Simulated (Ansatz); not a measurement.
```
Ga P As
1.0
     4.01887    0.00000    0.00000
     0.00000    4.01887    0.00000
     0.00000    0.00000   11.37135
Ga P As
4 1 3
Direct
  0.50000 0.00000 0.88185
  0.00000 0.50000 0.11815
  0.50000 0.00000 0.37260
  0.00000 0.50000 0.62740
  0.50000 0.50000 0.00000
  0.00000 0.00000 0.24543
  0.50000 0.50000 0.50000
  0.00000 0.00000 0.75457
```

Space group P-4m2; a structure generated by program, which may or may not match a known phase; computed pressure about −5 GPa in this cell.

Theory: Ansatz 0.2.0, DFT LDA, scalar-relativistic, plane waves, PAW.

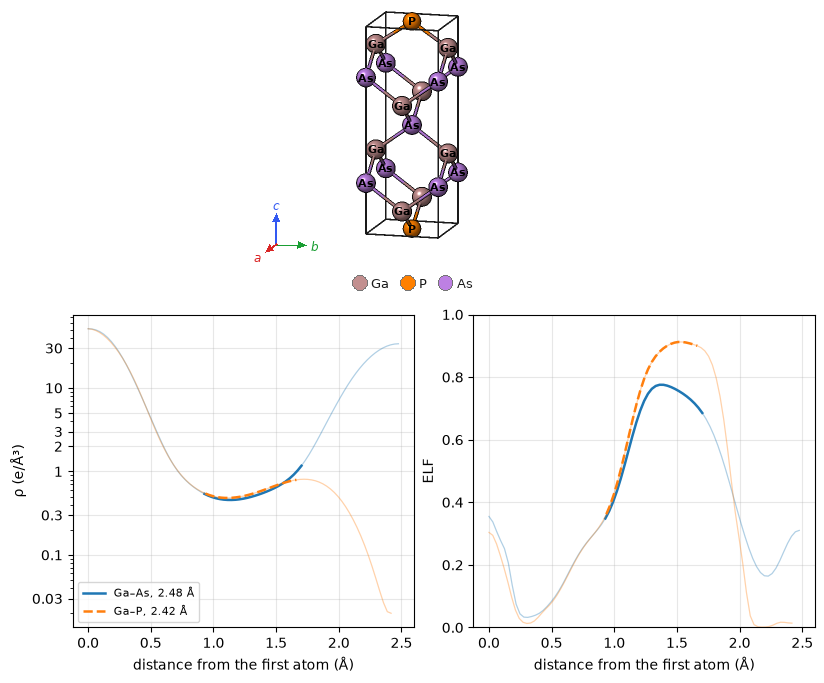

Ga₄As₃P. Valence electron density and electron localisation function along straight lines between neighbouring atoms. Thin, pale parts lie inside the atomic spheres. The structure is drawn too.

Core electrons are frozen (PAW), and the valence fields are smoothed inside the atomic spheres.

What can be read from the curves?

Answer. Ga–As (2.48 Å): ρ at the midpoint is about 0.47 e/Å³; the ELF peaks at about 0.80 between the atoms: localised, covalent bonding.
Ga–P (2.42 Å): ρ at the midpoint is about 0.5 e/Å³; the ELF peaks at about 0.90 in the valence shell of P, 0.9 Å from its nucleus, and is about 0.75 at the midpoint.
